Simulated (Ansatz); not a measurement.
# CHFGa: the cost of one run

Method: cc-pVDZ, all electrons in the functionals, frozen cores in the correlation of double hybrids and RPA; program: Ansatz 0.2.0, Gaussian basis.

The runs, in order: wB97M-V, B2PLYP, PBE-QIDH, RPA-PBE, at charge 0, quartet; charge 0, doublet; charge 0, sextet; charge 1, triplet; charge 1, quintet; displaced geometry v1; displaced geometry v2 (not every functional at every point).

27 further runs of the same task are left out: 15 that didn't finish, 12 set aside as unsound or not needed.

## Step 1: The system

The geometry is a PBE0/def2-TZVP stationary point (not a proven minimum). No spin-orbit coupling is included. The filled d shell of Ga may be among the frozen orbitals whatever the setting's name suggests; the logs give the count.

4 atoms, charge 0, spin multiplicity 4.

Atoms are counted from 1 here; the program's logs count them from 0.

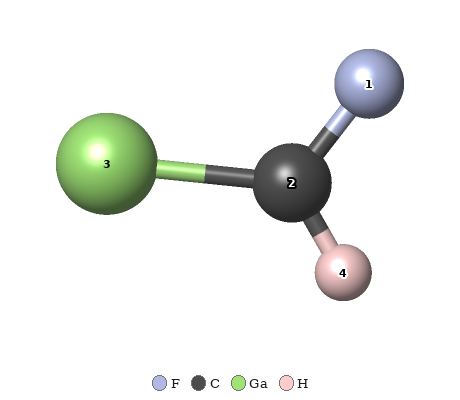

The geometry (fluorine light blue, carbon dark grey, gallium green, hydrogen pink); atoms are numbered from 1 in the order of the file.

No dispersion term is added; wB97M-V holds VV10 nonlocal correlation.

The geometry shown and the zero of energy belong to the point charge 0, quartet. The yardstick, UCCSD(T), and other wave-function levels (R restricted, U unrestricted, valence and pair active spaces) come from earlier runs.

## Step 2: wB97M-V, charge 0, quartet

Contents of in.yaml:

```yaml
crystal:
  periodic: [false, false, false]
  atoms:
    - {symbol: F, position_ang: [0.000000, -0.336661, 2.093920]}
    - {symbol: C, position_ang: [0.000000, 0.539280, 1.097638]}
    - {symbol: Ga, position_ang: [0.000000, -0.023872, -0.780573]}
    - {symbol: H, position_ang: [0.000000, 1.570868, 1.447830]}
basis:
  gaussian: {orbitals: cc-pVDZ}
magnetization: {spin_polarized: true, initial_magnetization: 3}
hamiltonian: {xc: {name: wB97M-V}}
output: {orbitals: {seedname: orbitals}}
```

On the command line:

```bash
> ansatz run in.yaml --threads 1 --pin off --events-out ev --progress --plain --max-ram 2393MiB
```

**Question.** How long does this run take on 1 thread of Intel Xeon at 2.50GHz, shared host, and how much memory does it need?

About 29 s, with a peak of 0.26 GiB.
